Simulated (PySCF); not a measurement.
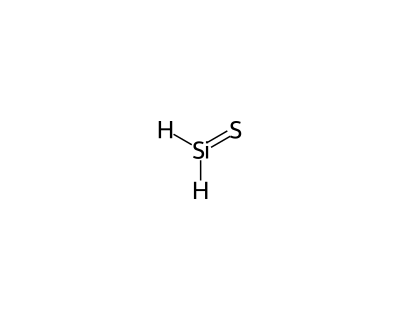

Skeletal drawing of a molecule.

Question: Write the SMILES.

Answer: [SiH2]=S

Question: What is the molecular formula?

Answer: H2SSi.

Question: An optimisation with PBE0-D3(BJ)/def2-TZVP gave a structure of which point group?

Answer: C2v.

More results for the same structure follow; atom numbers are the same in all pictures, views and colours differ. The geometry was computed by an optimisation with PBE0-D3(BJ)/def2-TZVP. No frequency run is at hand to confirm it as a minimum.

## Electronic properties

No frequency run is at hand to confirm it as a minimum. Properties computed with PBE0/pcSseg-2, gas phase (PySCF 2.14.0).

Computed properties:

- dipole moment: 2.84 D
- HOMO energy (Kohn–Sham orbital): −7.28 eV
- LUMO energy (Kohn–Sham orbital): −2.67 eV
- HOMO–LUMO gap: 4.62 eV

## NMR shielding

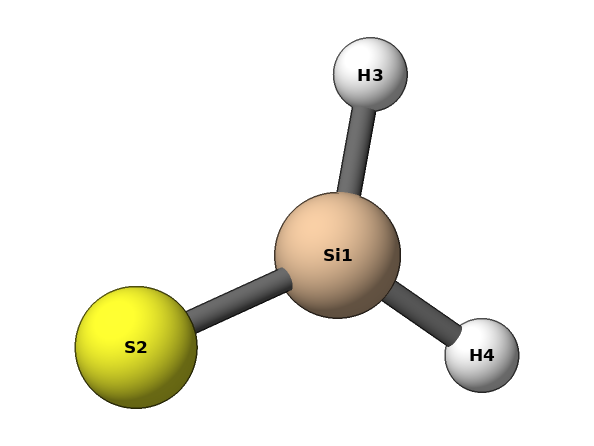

No frequency run is at hand to confirm it as a minimum. Level of theory: GIAO B97-2/pcSseg-2 NMR shielding, non-relativistic, gas phase (PySCF 2.14.0). Principal shieldings σ11 ≤ σ22 ≤ σ33, span Ω = σ33 − σ11, skew κ = 3(σiso − σ22)/Ω.

Give the shielding tensors of the Si atoms.

| atom | σ11 | σ22 | σ33 | σiso | Ω | κ |
| --- | --- | --- | --- | --- | --- | --- |
| Si1 | −161.6 | 335.7 | 406.4 | 193.5 | 568.0 | −0.75 |

Shieldings and span in ppm.

## Bond orders

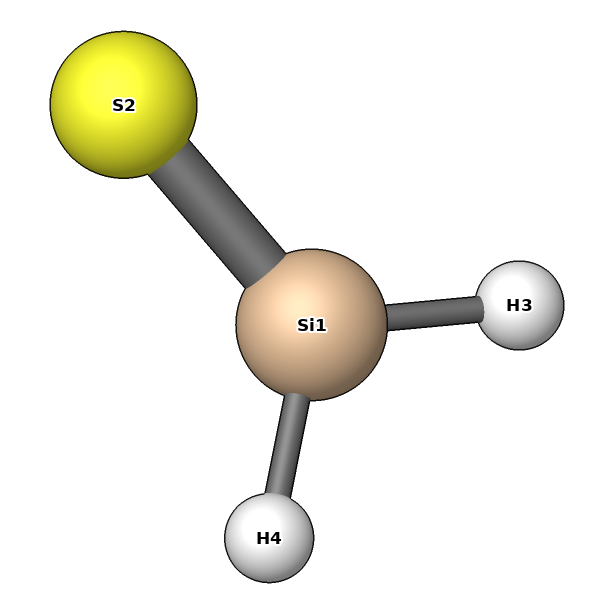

The thickness of each stick grows with its Mayer bond order. No frequency run is at hand to confirm it as a minimum. Method: PBE0/pcSseg-2 (PySCF 2.14.0).

List the Mayer bond orders of Si1–S2, Si1–H3 (one bond of each equivalent set).

| bond | Mayer order | length (Å) |
| --- | --- | --- |
| Si1–S2 | 2.09 | 1.938 |
| Si1–H3 | 0.87 | 1.485 |

## Charges

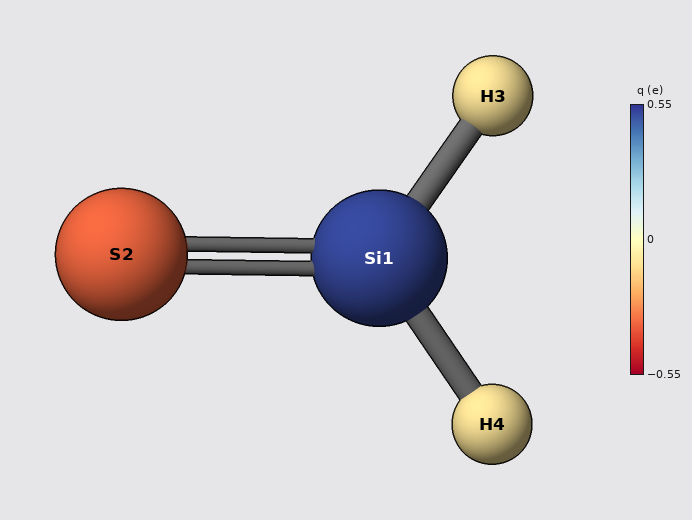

Atoms are coloured by their Mulliken charges. No frequency run is at hand to confirm it as a minimum. Properties computed with PBE0/pcSseg-2, gas phase (PySCF 2.14.0).

Give the Mulliken charges atom by atom.

```tsv
atom	value (e)
Si1	0.52
S2	−0.34
H3	−0.09
H4	−0.09
```

Mulliken values depend strongly on the basis set and can even reverse the polarity of a bond.
